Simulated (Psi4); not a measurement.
# SnH3Cl (SMILES [Cl][SnH3]): MP2/def2-SVP (core potential)

What is the energy change on altering one bond length of SnH3Cl at MP2/def2-SVP (core potential)? 

The results are computed with Psi4 1.11.

12 further runs of the same task are left out: 12 that didn't finish.

## Step 1: The structure to begin with

SnH3Cl has 5 atoms, charge 0, and is taken as a singlet. SMILES: `[Cl][SnH3]`. The coordinates come from a PBE0-D4/def2-TZVP relaxation.

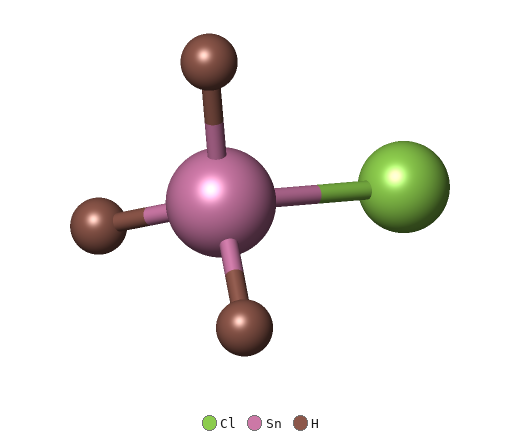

Viewed from a chosen angle; chlorine green, tin pink, hydrogen brown.

## Step 2: The energy at MP2/def2-SVP (core potential)

input.json reads:

```json
{
 "schema_name": "qcschema_input",
 "schema_version": 1,
 "molecule": {
  "schema_name": "qcschema_molecule",
  "schema_version": 2,
  "symbols": ["Cl", "Sn", "H", "H", "H"],
  "geometry": [-3.47596223, 0.62814496, 1.94622894, 0.31917474, -0.08409281, -0.1842483, -0.227712, 0.68578161, -3.25486428, 0.98775985, -3.201574, 0.20994857, 2.49103698, 1.83284537, 1.20451143],
  "molecular_charge": 0,
  "molecular_multiplicity": 1,
  "fix_symmetry": "c1"
 },
 "driver": "energy",
 "model": {
  "method": "mp2",
  "basis": "def2-SVP"
 },
 "keywords": {
  "reference": "rhf",
  "puream": true,
  "e_convergence": 1e-09,
  "d_convergence": 1e-08,
  "scf_type": "pk",
  "num_frozen_docc": 9,
  "mp2_type": "conv"
 }
}
```

Started as:

```bash
$ psi4 --qcschema input.json -n 1 --memory 1600MB
```

stdout:

```text
[...]
    !!!  WARNING: ECP capability is in beta. Please check occupations closely.  !!!
[...]
  Running in c1 symmetry.
[...]
  Nuclear repulsion =  114.226497034569718
[...]
  Multiplicity = 1
[...]
  Nalpha       = 21
  Nbeta        = 21
[...]
    Number of basis functions: 59
[...]
   @RHF iter   1:  -674.45065822432139   -1.82926e+00   3.02740e-03 ADIIS/DIIS
[...]
   @RHF iter  10:  -674.46578692758169   -3.41061e-13   2.59770e-09 DIIS
[...]
    Orbital Energies [Eh]
    ---------------------
    Doubly Occupied:
       1A   -104.764195     2A    -10.526842     3A     -8.001388
       4A     -7.998880     5A     -7.998880     6A     -5.899151
       7A     -4.091352     8A     -4.086875     9A     -4.086875
      10A     -1.362952    11A     -1.356671    12A     -1.356671
      13A     -1.350310    14A     -1.350310    15A     -1.050389
      16A     -0.685492    17A     -0.488906    18A     -0.488900
      19A     -0.476954    20A     -0.429187    21A     -0.429184
[...]
  @RHF Final Energy:  -674.46578692758169
   => Energetics <=
    Nuclear Repulsion Energy =            114.2264970345697179
    One-Electron Energy =               -1240.8238366679765932
    Two-Electron Energy =                 452.1315527058250723
    Total Energy =                       -674.4657869275818030
[...]
 Multipole Moments:
 ------------------------------------------------------------------------------------
     Multipole            Electronic (a.u.)      Nuclear  (a.u.)        Total (a.u.)
 ------------------------------------------------------------------------------------
 L = 1.  Multiply by 2.5417464519 to convert [e a0] to [Debye]
 Dipole X            :         28.4754723          -27.5373016            0.9381706
 Dipole Y            :         -5.3437739            5.1677866           -0.1759873
 Dipole Z            :        -15.9851591           15.4585340           -0.5266250
 Magnitude           :                                                    1.0901695
[...]
	SCS-MP2 Total Energy (a.u.)        :  -674.71626986737897
	SOS-MP2 Total Energy (a.u.)        :  -674.69713466391636
	SCSN-MP2 Total Energy (a.u.)       :  -674.56682080186454
[...]
	SOS-PI-MP2 Total Energy (a.u.)     :  -674.73569261997216
[...]
	MP2 Total Energy (a.u.)            :  -674.71598231824851
[...]
```

The result, in JSON:

```text
{
 "driver": "energy",
 "model": {
  "method": "mp2",
  "basis": "def2-SVP"
 },
 "success": true,
 "return_result": -674.7159823182485,
 "properties": {
  "calcinfo_nbasis": 59,
  "calcinfo_nmo": 59,
  "calcinfo_nalpha": 21,
  "calcinfo_nbeta": 21,
  "calcinfo_natom": 5,
  "nuclear_repulsion_energy": 114.22649703456972,
  "return_energy": -674.7159823182485,
  "scf_one_electron_energy": -1240.8238366679766,
  "scf_two_electron_energy": 452.1315527058251,
  "scf_dipole_moment": [0.9381706424482736, -0.17598733871001926, -0.5266250456224792],
  "scf_total_energy": -674.4657869275817,
  "scf_iterations": 10,
  "mp2_same_spin_correlation_energy": -0.05740561038792727,
  "mp2_opposite_spin_correlation_energy": -0.19278978027889052,
  "mp2_singles_energy": 0.0,
  "mp2_doubles_energy": -0.2501953906668178,
  "mp2_correlation_energy": -0.25019539066681773,
  "mp2_total_energy": -674.7159823182485
 }
}
```

Wall time 1.4 s (1 thread of AMD EPYC 9R45 (Zen 5), shared host); peak memory 0.23 GiB.

## Step 3: The distorted shape

run.py reads:

```python
import psi4

psi4.set_memory(1600000000)
psi4.set_num_threads(1)
psi4.core.set_output_file('clh3sn.out', False)

molecule = psi4.geometry("""
0 1
Cl    -3.80175291     0.34059479     1.73790742
Sn    -0.00661593    -0.37164299    -0.39256982
H     -0.55350267     0.39823143    -3.46318580
H      0.66196917    -3.48912418     0.00162705
H      2.49103698     1.83284537     1.20451143
units au
symmetry c1
""")

psi4.set_options({
    'basis': 'def2-SVP',
    'puream': True,
    'e_convergence': 1e-09,
    'd_convergence': 1e-08,
    'scf_type': 'pk',
    'num_frozen_docc': 9,
    'mp2_type': 'conv',
})

energy_value, wavefunction = psi4.energy('mp2', return_wfn=True)
print(f'total energy {energy_value:.8f} hartree = {energy_value * 27.211386:.5f} eV')
```

Started as:

```bash
$ python run.py
```

clh3sn.out:

```text
[...]
    !!!  WARNING: ECP capability is in beta. Please check occupations closely.  !!!
[...]
  Running in c1 symmetry.
[...]
  Nuclear repulsion =  113.154314666426629
[...]
  Multiplicity = 1
[...]
  Nalpha       = 21
  Nbeta        = 21
[...]
    Number of basis functions: 59
[...]
   @RHF iter   1:  -674.43688466984122   -1.88888e+00   2.98803e-03 ADIIS/DIIS
[...]
   @RHF iter  10:  -674.45220807103658   -1.93268e-12   3.32819e-09 DIIS
[...]
    Orbital Energies [Eh]
    ---------------------
    Doubly Occupied:
       1A   -104.768825     2A    -10.531404     3A     -8.005941
       4A     -8.003412     5A     -8.003400     6A     -5.906760
       7A     -4.098864     8A     -4.094435     9A     -4.094394
      10A     -1.369818    11A     -1.363776    12A     -1.362365
      13A     -1.357778    14A     -1.356997    15A     -1.054206
      16A     -0.676132    17A     -0.493097    18A     -0.482586
      19A     -0.470409    20A     -0.433166    21A     -0.420005
[...]
  @RHF Final Energy:  -674.45220807103658
   => Energetics <=
    Nuclear Repulsion Energy =            113.1543146664266288
    One-Electron Energy =               -1238.5175003035603822
    Two-Electron Energy =                 450.9109775660971309
    Total Energy =                       -674.4522080710365799
[...]
 Multipole Moments:
 ------------------------------------------------------------------------------------
     Multipole            Electronic (a.u.)      Nuclear  (a.u.)        Total (a.u.)
 ------------------------------------------------------------------------------------
 L = 1.  Multiply by 2.5417464519 to convert [e a0] to [Debye]
 Dipole X            :         28.0798913          -27.2988496            0.7810417
 Dipole Y            :         -5.6739588            5.3782499           -0.2957089
 Dipole Z            :        -16.2168296           15.6110083           -0.6058213
 Magnitude           :                                                    1.0317409
[...]
	SCS-MP2 Total Energy (a.u.)        :  -674.70328075738348
	SOS-MP2 Total Energy (a.u.)        :  -674.70360183329990
	SCSN-MP2 Total Energy (a.u.)       :  -674.55261733364080
[...]
	SOS-PI-MP2 Total Energy (a.u.)     :  -674.72293981501241
[...]
	MP2 Total Energy (a.u.)            :  -674.70263860555099
[...]
```

On the terminal:

```text
total energy -674.70263861 hartree = -18359.59393 eV
```

It took 1.4 s on 1 thread of AMD EPYC 9R45 (Zen 5), shared host; peak memory 0.23 GiB.

## Step 4: Outcome

Level: MP2/def2-SVP (core potential), 9 core orbitals frozen.

| quantity | value |
| --- | --- |
| first shape: total energy | -674.71598 Eh |
| first shape: HOMO energy (Hartree–Fock orbitals) | -11.68 eV |
| first shape: LUMO energy (Hartree–Fock orbitals) | 2.42 eV |
| first shape: HOMO–LUMO gap (Hartree–Fock orbitals) | 14.09 eV |
| first shape: correlation energy (9 core orbitals frozen) | -250.2 mEh |
| distorted shape: total energy | -674.70264 Eh |
| distorted shape: HOMO energy (Hartree–Fock orbitals) | -11.43 eV |
| distorted shape: LUMO energy (Hartree–Fock orbitals) | 2.38 eV |
| distorted shape: HOMO–LUMO gap (Hartree–Fock orbitals) | 13.81 eV |
| distorted shape: correlation energy (9 core orbitals frozen) | -250.4 mEh |
| energy change with the Sn2–H5 bond stretched from 1.700 to 1.955 Å | 0.363 eV |

What this shows: With the Sn2–H5 bond stretched from 1.700 to 1.955 Å the energy rises by 0.36 eV (35.0 kJ/mol). The first shape isn't relaxed at this level, so the change isn't measured from a minimum.
